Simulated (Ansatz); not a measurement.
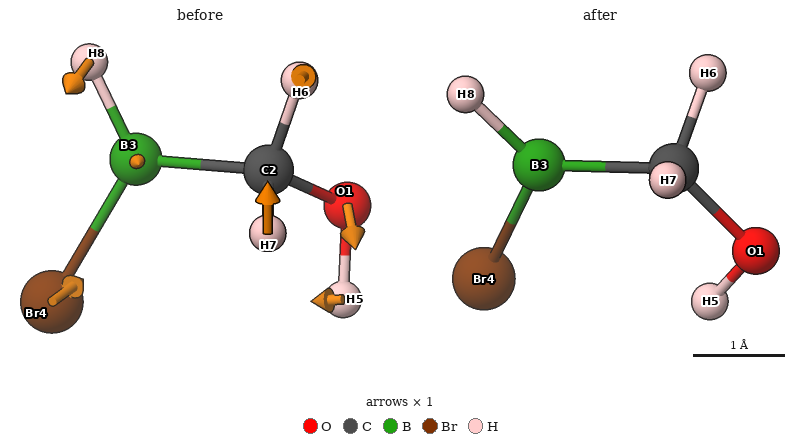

The structure of CH4BBrO (coarse preliminary run) before (left) and after (right) a relaxation, at one scale. The orange arrows give the displacements, at their true length.

The picture is a ball-and-stick view, seen at a tilt.

The start comes from a force field.

Level of theory: RKS PBE-D4/def2-SVP (Ansatz 0.2.0).

Input file:
```yaml
crystal:
  periodic: [false, false, false]
  atoms:
    - {symbol: O, position_ang: [-0.324700, 1.405500, 0.155000]}
    - {symbol: C, position_ang: [0.519400, 0.370500, 0.154100]}
    - {symbol: B, position_ang: [-0.304900, -1.000400, 0.231100]}
    - {symbol: Br, position_ang: [-1.427500, -1.545900, -1.236800]}
    - {symbol: H, position_ang: [-0.672700, 1.557100, -0.813900]}
    - {symbol: H, position_ang: [1.179500, 0.479500, 1.043600]}
    - {symbol: H, position_ang: [1.192200, 0.380100, -0.750300]}
    - {symbol: H, position_ang: [-0.069200, -1.703500, 1.161400]}
basis:
  gaussian: {orbitals: def2-SVP}
hamiltonian: {xc: pbe, dispersion: d4}
relax: {f_tol: 0.03, max_steps: 200}
```

Launched with:
```bash
ansatz run in.yaml --threads 2 --pin off --events-out ev --progress --plain --max-ram 4352MiB
```

What changed between the two?

The energy falls by 14.2 kcal/mol in 13 geometry steps. The largest force component goes from 3.8 to 0.013 eV/Å. The atom that moves furthest after the best rigid fit is Br4 (0.71 Å). Largest moves by element: Br 0.71 Å, H 0.70 Å, O 0.61 Å, B 0.17 Å, C 0.06 Å. Some distances before and after: O1–C2 1.336 → 1.403 Å, O1–H5 1.041 → 0.978 Å, C2–B3 1.601 → 1.557 Å, B3–H8 1.190 → 1.212 Å. Among the angles between lasting bonds that change: O1–C2–B3 109.8° → 120.9°, C2–B3–H8 116.2° → 123.1°, B3–C2–H7 110.7° → 104.0°. Groups turn about O1–C2 by about 75°, C2–B3 by about 60°.
